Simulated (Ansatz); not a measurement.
**Fields on a plane of AgCl (rock salt)**

```
CELL_PARAMETERS angstrom
      0.00000     2.80575     2.80575
      2.80575     0.00000     2.80575
      2.80575     2.80575     0.00000
ATOMIC_POSITIONS crystal
  Cl 0.00000 0.00000 0.00000
  Ag 0.50000 0.50000 0.50000
```

The slice is a {110} plane (indices of the conventional cell) through the point (0.000, 0.000, 0.000) (fractional), spanned by u = [100] and v = [1 -1 -1] in vectors of this cell: u (3.97 Å) and v (5.61 Å, at 90° to u). It covers one period; positions are fractions (u, v).

Atoms on it: Cl at (0.00, 0.00); Ag at (0.00, 0.50).

Computed with PBE (plane waves to 420 eV, PAW, scalar-relativistic; Ansatz, a program for electronic structure). k mesh 10×10×10. These are valence fields of a PAW run, semicore shells included where kept as valence: close to a nucleus they are smooth pseudo fields. AgCl was relaxed with its symmetry unable to fall.

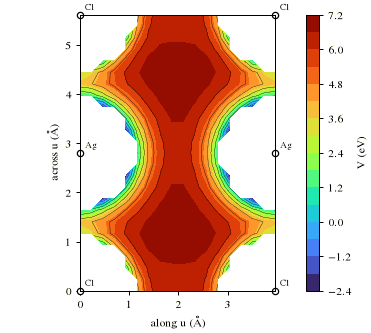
Electrostatic potential energy of an electron, from the cell's mean, in eV, one period of the plane, atoms marked. Points within 1 Å of a nucleus are left white, as the pseudised field means little there. Values under -2 eV are set to -2. The zero, the cell's mean, hangs on the PAW cores.

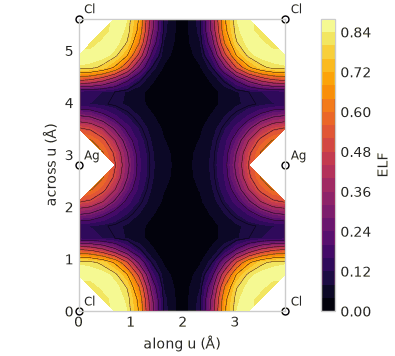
Figure. Electron localisation function (ELF), one period of the plane, atoms marked. Points within 0.5 Å of a nucleus are left white, as the pseudised field means little there.
